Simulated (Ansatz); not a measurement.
# AlGaH₆N (SMILES [AlH2][NH2+][GaH2]) (charge +1): what the fields show

Input

```
crystal:
  periodic: [false, false, false]
  atoms:
    - { symbol: Al, position_ang: [-0.91265, 0.86738, -1.15957] }
    - { symbol: "N", position_ang: [0.39752, 0.57108, 0.2044] }
    - { symbol: Ga, position_ang: [0.51177, -1.42661, 0.94856] }
    - { symbol: H, position_ang: [-1.65267, -0.41188, -1.57744] }
    - { symbol: H, position_ang: [-1.0642, 2.30206, -1.64264] }
    - { symbol: H, position_ang: [1.34246, 0.82285, -0.11965] }
    - { symbol: H, position_ang: [0.25704, 1.19503, 1.01287] }
    - { symbol: H, position_ang: [-0.3429, -2.44933, 0.1554] }
    - { symbol: H, position_ang: [1.46361, -1.47058, 2.17806] }
total_charge: 1
basis:
  gaussian: { orbitals: def2-TZVP }
hamiltonian:
  xc: hf
relax:
  f_tol: 0.015
  max_steps: 40
output:
  orbitals: {}
```

Command:

```sh
ansatz run input.yaml --threads 2 --pin off --max-ram 3072MiB --backend cpu --events-out ev --progress --plain --runs-dir out
```

The fields are those of the run's last geometry, not of the input's.

Theory: RHF/def2-TZVP in Ansatz.

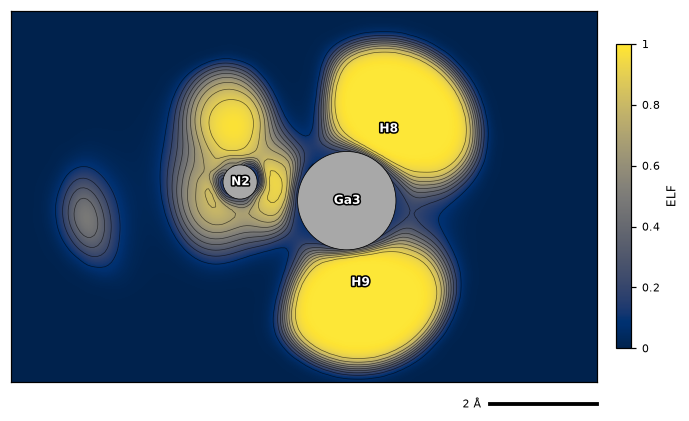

Figure 1. Electron localisation function on the plane of atoms N2, Ga3 and H9. Grey discs cover the atomic cores.

**What do the fields say about this system?**

- The plane passes through N, Ga and H nuclei.
- Ga–N (2.02 Å): the ELF peaks at about 0.95 in the valence shell of N, 0.7 Å from its nucleus, and is about 0.40 at the midpoint.
- Ga–H (1.55 Å): the ELF climbs to about 1 towards the hydrogen.

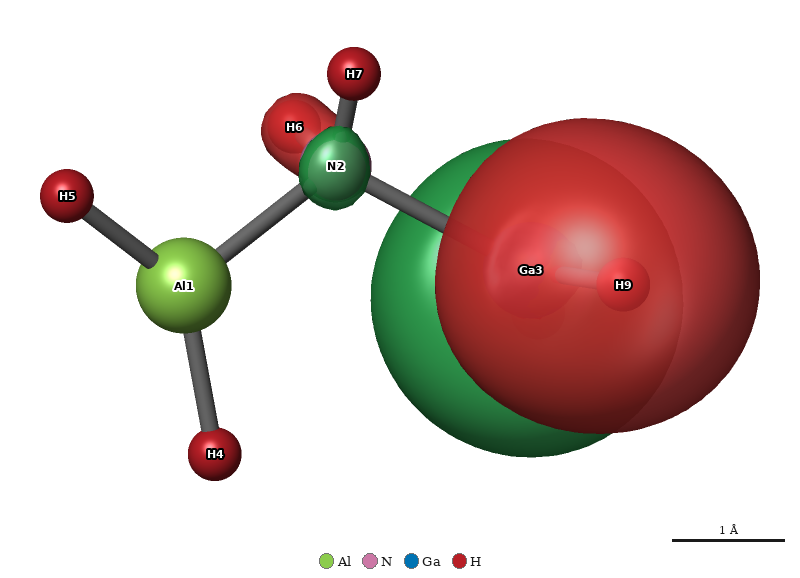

Figure 2. The HOMO−1 at ±0.08 Å⁻³ᐟ² (green and red are the two phases), seen at a tilt.

**What is the character of this orbital?**

It lies mainly on Ga3 (about 40 %), H9 (about 30 %) and H8 (about 30 %). Its energy is −17.02 eV.
